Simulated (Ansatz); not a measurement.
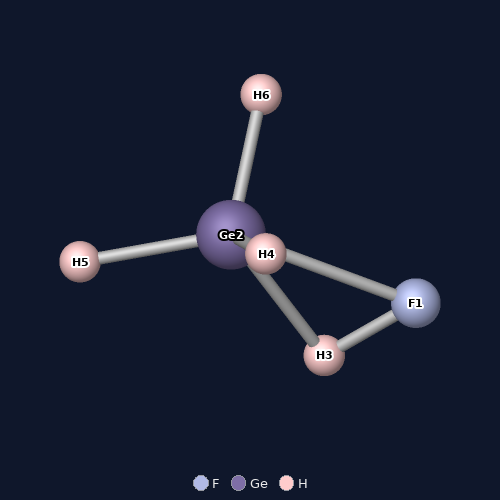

The system is the reacting system FGeH4 (fragments FGeH₃ + H where the first distance is long, FH + GeH₃ where the second is long), spin multiplicity 2; the picture shows the reference structure. Coordinates scanned: (1) distance F1–H3 (bond that forms); (2) distance F1–Ge2 (bond that breaks). Relaxed at each point: all other coordinates. Grid: 11 × 11 points. Points are written as (first, second). Energies: kcal/mol, counted from a guessed transition structure relaxed with its forming and breaking bonds held. Energies and slopes of some neighbouring points disagree (a jump in structure or state, or too coarse a mesh). Level of theory: Ansatz 0.2.0, UKS PBE0-D4/def2-SVP.

Its coordinates:

```
atom    x (Å)    y (Å)    z (Å)
   F  -1.2659  -0.2182  -1.1118
  Ge   0.2470   0.0687   0.2892
   H  -0.1972  -0.4817  -1.4159
   H  -0.1164   1.5490   0.4538
   H   1.7898  -0.0855   0.4743
   H  -0.4573  -0.8323   1.3104
```

Range: distance F1–H3 (bond that forms) from 0.819 to 2.019 Å; distance F1–Ge2 (bond that breaks) from 1.620 to 3.420 Å.

What landscape does the calculation give?

Answer. The lowest grid point is at (0.886 Å, 3.198 Å), −23.5 kcal/mol from a guessed transition structure relaxed with its forming and breaking bonds held. The energy also falls towards the edge at (2.019 Å, 1.721 Å) (12.2 kcal/mol above the lowest), where a further well may lie outside the range. The highest grid point, (0.819 Å, 1.620 Å), lies 94.0 kcal/mol above the lowest.

| second ↓, first → | 0.819 | 0.886 | 0.979 | 1.085 | 1.201 | 1.324 | 1.453 | 1.587 | 1.727 | 1.871 | 2.019 |
| --- | --- | --- | --- | --- | --- | --- | --- | --- | --- | --- | --- |
| 3.420 | −14.5 | −23.1 | −22.4 | −13.5 | −1.1 | 10.3 | 17.1 | 18.9 | 17.8 | 17.8 | 18.8 |
| 3.198 | −14.8 | −23.5 | −22.9 | −14.3 | −3.4 | 5.6 | 10.5 | 13.0 | 17.7 | 16.6 | 17.9 |
| 2.982 | −14.7 | −23.4 | −22.9 | −14.7 | −4.7 | 3.0 | 8.0 | 11.2 | 13.5 | 15.4 | 16.9 |
| 2.773 | −13.9 | −22.7 | −22.2 | −14.4 | −5.3 | 1.8 | 6.5 | 9.8 | 12.3 | 14.3 | 16.1 |
| 2.571 | −12.1 | −21.0 | −20.5 | −13.1 | −4.9 | 1.3 | 5.5 | 8.6 | 11.1 | 13.4 | 15.5 |
| 2.377 | −8.8 | −17.8 | −17.5 | −10.4 | −3.5 | 1.4 | 4.9 | 7.6 | 10.0 | 12.4 | 14.8 |
| 2.193 | −2.8 | −12.1 | −12.3 | −6.0 | −1.0 | 2.3 | 4.6 | 6.5 | 8.5 | 10.7 | 12.9 |
| 2.020 | 6.9 | −2.7 | −3.6 | 0.8 | 3.3 | 4.2 | 4.5 | 5.0 | 5.9 | 7.0 | 7.9 |
| 1.861 | 22.3 | 12.1 | 10.0 | 11.2 | 10.2 | 7.8 | 1.1 | −2.4 | −5.2 | −7.1 | −8.3 |
| 1.721 | 45.0 | 34.1 | 29.6 | 26.1 | 15.9 | 7.9 | 1.3 | −3.7 | −7.2 | −9.7 | −11.2 |
| 1.620 | 70.5 | 58.8 | 51.2 | 38.6 | 27.3 | 17.3 | 9.8 | 4.0 | −0.1 | −2.9 | −4.7 |

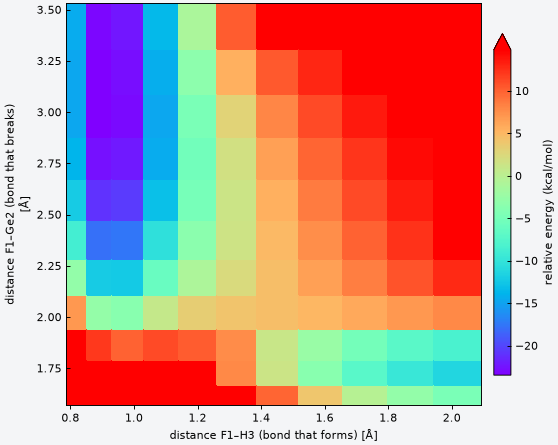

The picture shows one coloured cell a grid point, one colour for all values above the top of the scale.

Each point was launched as `ansatz run input.yaml --threads 1 --pin off --max-ram 2560MiB --backend cpu --events-out ev --progress --plain --runs-dir out`. Time for the 121 points that were run: 31 min on 1 thread of Arm Neoverse V1 (shared host).
